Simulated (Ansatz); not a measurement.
**Abstraction of H: GaH2F + GeH3(SnH2) → GaHF + GeH3(SnH3)**

Species: GaH2F `[F][GaH2]`, singlet; GeH3(SnH2), doublet; GaHF `[F][GaH]`, doublet; GeH3(SnH3), singlet. A radical takes H: the energy is the difference in strength between the Ga–H bond broken and the Sn–H bond made.

Shapes, held fixed at every level: PBE0-D4/def2-TZVP. Programs: Ansatz 0.2.0. The zero-point and thermal change to 298 K, harmonic and unscaled (PBE0-D4/def2-TZVP), is -1.3 kJ/mol.

```csv
level,kind,ΔH(298 K) (kJ/mol),less CCSD(T)/def2-TZVPP
HF/def2-SVP,Hartree–Fock,+28.2,+4.0
HF/def2-TZVPP,Hartree–Fock,+22.5,-1.7
SPW92/def2-TZVPP,LDA,+15.7,-8.5
B2PLYP/def2-TZVPP,double hybrid,+21.2,-3.0
MP2/def2-SVP,perturbation theory,+30.9,+6.7
CCSD(T)/def2-SVP,coupled cluster or CI,+29.5,+5.3
CCSD(T)/def2-TZVPP,coupled cluster or CI,+24.2,0.0
```

The highest level, CCSD(T)/def2-TZVPP, gives ΔH(298 K) = +24.2 kJ/mol; the levels span +15.7 to +30.9. The column of differences is taken from that level and isn't an error. No measured value is set beside it here. Open shells run unrestricted unless RO is named. For atoms past krypton def2 sets carry core potentials with scalar relativity. Relativity is left out for Ga, Ge unless named. Correlated rows may include outer-core shells of Ga, Ge, Sn, which these sets cover unevenly.

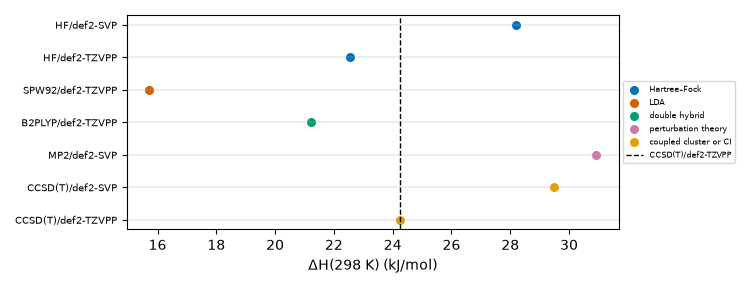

The values of the table, level by level.
